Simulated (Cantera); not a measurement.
Input: 1 mol SiH2Cl2, a varied amount of N2, at 1025 K and 1330 Pa.

Method: chemical equilibrium by Gibbs-energy minimisation in Cantera with the NASA 1993 tables (ideal gas, pure condensed phases). Candidate condensed phases: NH4Cl, Si, Si3N4; 28 gas species. N2 is the only nitrogen source here; it is nearly inert below about 1500 K, so the nitride shown seldom forms there in practice. The tables' values for SiCl3 are old estimates; treat these amounts as uncertain. Rates play no part.

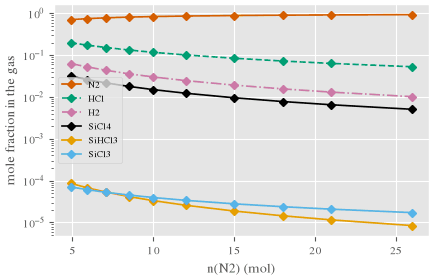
Fig. 1. Equilibrium gas composition (values under 1e-9 drawn at 1e-9)

From 4.9 mol N2 to 26 mol N2 the condensed part is Si3N4(s). The main Si-bearing gas is SiCl4 throughout. The share of Si in condensed phases is highest at 26 mol N2 (86.0 %) and lowest at 4.9 mol N2 (80.5 %).
